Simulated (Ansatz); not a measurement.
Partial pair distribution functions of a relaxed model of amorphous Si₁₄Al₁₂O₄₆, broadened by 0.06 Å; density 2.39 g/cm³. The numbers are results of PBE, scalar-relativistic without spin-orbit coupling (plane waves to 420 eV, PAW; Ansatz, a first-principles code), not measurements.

A CHGNet melt-quench gave the starting glass, which DFT then relaxed. O atoms were pushed apart under 1.9 Å during the dynamics, to hinder bonds among them. The hot cell started wider than the set density and was brought back towards it in steps. It is the lowest in DFT energy of 2 quenches. It is a model cell: composition and starting density were chosen by hand, and all elements were melted together. No dispersion term was used. Its density started from a set value of 2.56 and ended at 2.39 g/cm³. The quench (nominally 470 K/ps over its main leg) was far faster than any real one, so the model tends to hold more defects than a real film. A cell of this size samples the disorder only roughly. Volume and shape were free in the relaxation.

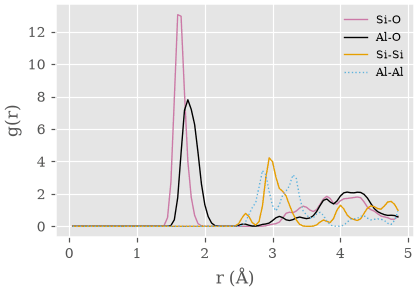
Figure: Partial pair distribution functions

Highest peaks under 4.5 Å: Si-O near 1.60 Å, Al-O near 1.75 Å, Si-Si near 2.95 Å, Al-Al near 2.85 Å; pairs of few atoms are noisy.

Within 1.98 Å each Si has 4.00 O neighbours on average.
